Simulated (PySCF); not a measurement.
Run report: BSi₃H₈ClO, NMR shielding calculation

BSi₃H₈ClO, SMILES [SiH3]B([SiH3])O[SiH2]Cl, computed with GIAO PBE0/pcSseg-1 NMR shielding, non-relativistic, gas phase (PySCF 2.14.0).

The geometry comes from this level: PBE0-D3(BJ)/def2-SVP. Figures and captions count atoms from 1; the log counts them from 0 in places.

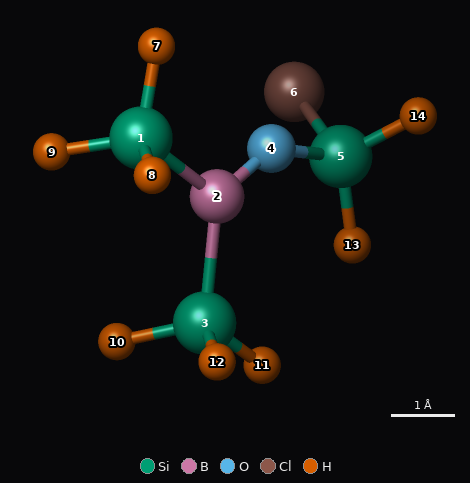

Figure 1. The structure (ball-and-stick view, seen at a tilt; atoms are numbered from 1 in the order of the input).

Key numbers

- outcome: converged
- total energy: −1432.952882 hartree
- HOMO: −7.21 eV
- LUMO: −1.89 eV
- dipole moment: 1.79 D
- isotropic shielding, Si: 361.6 to 472.2 ppm
- isotropic shielding, B: 10.4 ppm
- isotropic shielding, O: 29.7 ppm
- isotropic shielding, Cl: 901.0 ppm
- isotropic shielding, H: 25.5 to 27.9 ppm
- hardware: 1 CPU thread, shared host
- wall time: 30 s
- peak memory: 0.9 GiB

Input
```
{"job": {"kind": "nmr", "xc": "PBE0", "basis": "pcSseg-1"}, "charge": 0, "multiplicity": 1}
Si     2.042417    -1.020090     0.809268
B      0.343425    -0.417513    -0.158845
Si     0.044894     1.600585    -0.367250
O     -0.493144    -1.380918    -0.612394
Si    -1.888350    -1.539853    -1.517515
Cl    -1.379119    -2.457364    -3.280326
H      2.146294    -2.508456     0.933261
H      2.093994    -0.421263     2.183191
H      3.247632    -0.517036     0.071683
H      1.199430     2.172648    -1.132992
H     -1.220304     2.028817    -1.045560
H      0.070478     2.220931     0.997101
H     -2.469746    -0.208832    -1.820846
H     -2.802727    -2.419659    -0.754945
```

The first line tells a small driver script what to run in PySCF; the rest is the geometry in Å.

Command:
```bash
OMP_NUM_THREADS=1 python <driver script> task.json out
```

What the program printed
```
coarse grid: 13632 points
cycle   1  E = -1432.8264615098  dE =  1.686e-01  |g| = 6.715e-01  |ddm| = 3.308e+00
cycle   2  E = -1432.6588762556  dE =  1.676e-01  |g| = 1.155e+00  |ddm| = 1.594e+00
cycle   3  E = -1432.9086440524  dE = -2.498e-01  |g| = 1.136e-01  |ddm| = 1.221e+00
cycle   4  E = -1432.9113755178  dE = -2.731e-03  |g| = 4.011e-02  |ddm| = 1.781e-01
cycle   5  E = -1432.9117655272  dE = -3.900e-04  |g| = 4.188e-03  |ddm| = 4.974e-02
cycle   6  E = -1432.9117692705  dE = -3.743e-06  |g| = 8.800e-04  |ddm| = 7.763e-03
final grid: 112920 points
cycle   7  E = -1432.9528739734  dE = -1.969e-05  |g| = 6.873e-03  |ddm| = 1.607e-02
cycle   8  E = -1432.9528618385  dE =  1.213e-05  |g| = 1.057e-02  |ddm| = 1.105e-02
cycle   9  E = -1432.9528814484  dE = -1.961e-05  |g| = 1.056e-03  |ddm| = 8.158e-03
cycle  10  E = -1432.9528816680  dE = -2.197e-07  |g| = 2.149e-04  |ddm| = 1.631e-03
cycle  11  E = -1432.9528816825  dE = -1.449e-08  |g| = 3.688e-05  |ddm| = 3.687e-04
cycle  12  E = -1432.9528816829  dE = -3.652e-10  |g| = 9.288e-06  |ddm| = 5.100e-05
```

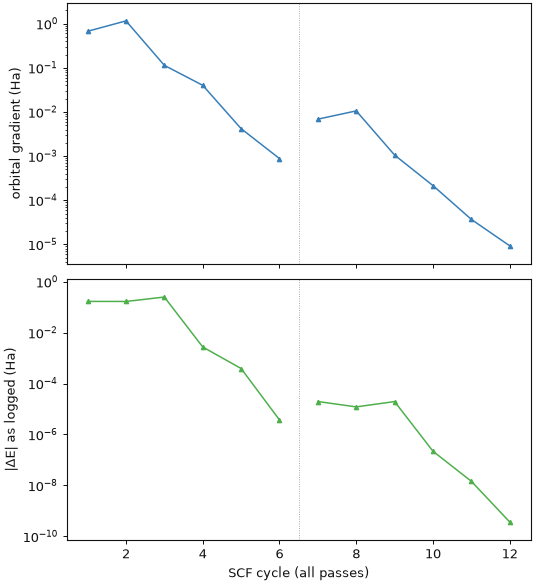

Figure 2. Convergence of the self-consistent field: orbital gradient and size of the energy change against the SCF cycle. The dotted line marks the change from a coarse to the final integration grid. The first 6 cycles use a coarse grid, the final grid takes over at cycle 7, and the field converges after 12 cycles in all.

```
converged SCF energy = -1432.9528816829

GIAO shielding tensors (ppm)
atom      isotropic    diamagn.    paramagn.     s11        s22        s33       span
  0 Si     455.652     880.044    -424.392    430.347    457.791    478.817     48.470
  1 B       10.430     198.228    -187.798   -101.624     37.914     94.999    196.623
  2 Si     472.213     881.654    -409.441    462.927    472.628    481.082     18.155
  3 O       29.676     396.467    -366.791   -234.448    -45.108    368.585    603.033
  4 Si     361.594     877.008    -515.414    349.526    358.835    376.423     26.897
  5 Cl     901.049    1147.188    -246.139    721.122    964.703   1017.322    296.200
  6 H       27.924      28.524      -0.601     24.402     26.640     32.729      8.327
  7 H       27.595      28.659      -1.065     24.835     26.390     31.559      6.723
  8 H       27.591      28.659      -1.068     25.091     26.289     31.393      6.302
  9 H       27.662      29.682      -2.020     25.218     26.148     31.621      6.402
 10 H       27.766      30.201      -2.435     23.516     27.333     32.450      8.935
 11 H       27.710      29.768      -2.058     24.932     26.332     31.865      6.933
 12 H       25.494      28.820      -3.326     21.697     24.424     30.360      8.663
 13 H       25.626      27.236      -1.611     22.143     23.820     30.915      8.771
```

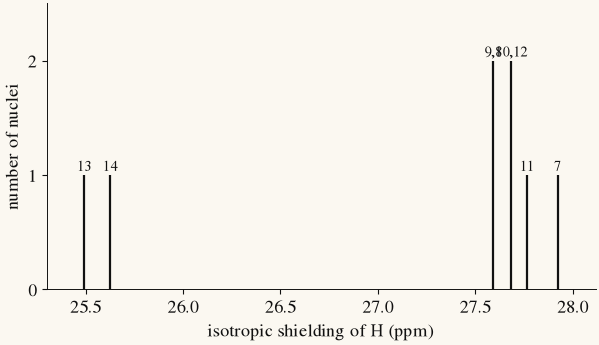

Figure 3. Isotropic shieldings of the hydrogen nuclei in this fixed geometry, labelled by atom number; shielding grows to the right, so chemical shift grows to the left. The least shielded is H13 (25.5 ppm), the most shielded H7 (27.9 ppm).

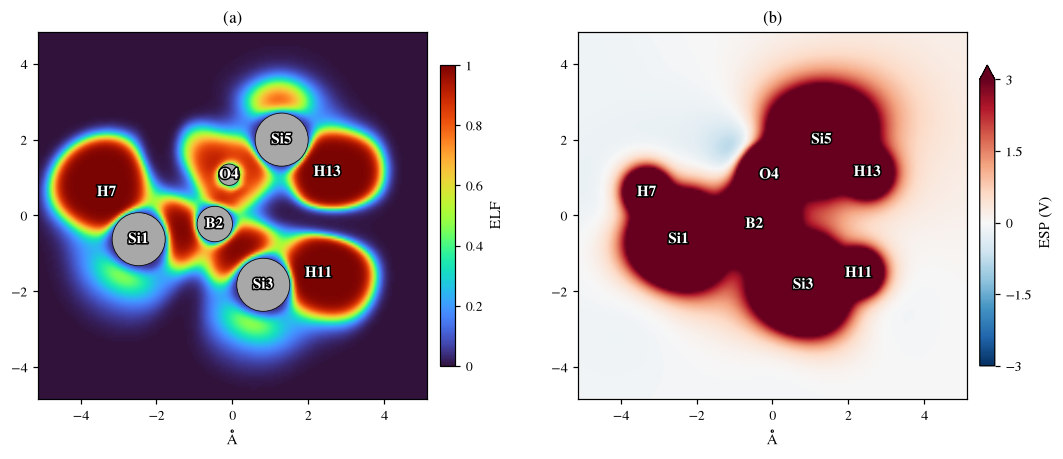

Figure 4. (a) ELF; (b) electrostatic potential on the plane of atoms B2, Si1 and H7. Grey discs, where drawn, cover atomic cores. The section cuts through Si, B, O and H sites. B–O (1.35 Å): the ELF peaks at about 0.90 between the atoms (a polar covalent bond). Si–B (2.05 Å): the ELF peaks at about 1 between the atoms (a shared electron pair). Si–H (1.50 Å): the ELF climbs to about 1 towards the hydrogen, as it does in any bond to H.

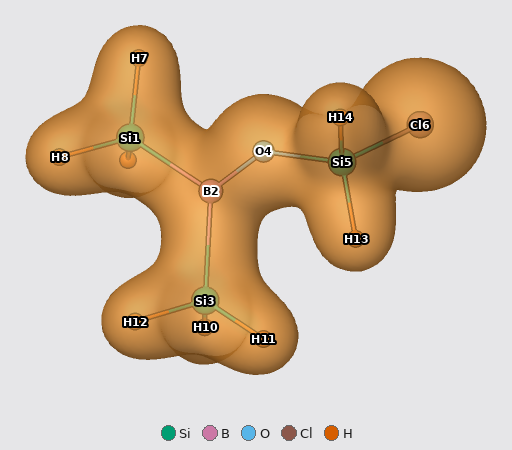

Figure 5. Isosurface of the electron density at 0.2 e/Å³ (orange), seen at a tilt. At this value the surface is in one piece. On the grid the lowest density along these lines, outside the cores, is 1.5 e/Å³ (B–O, 1.35 Å), 0.9 e/Å³ (Si–O, 1.67 Å), 0.72 e/Å³ (Si–B, 2.05 Å) and 0.66 e/Å³ (Si–Cl, 2.05 Å).
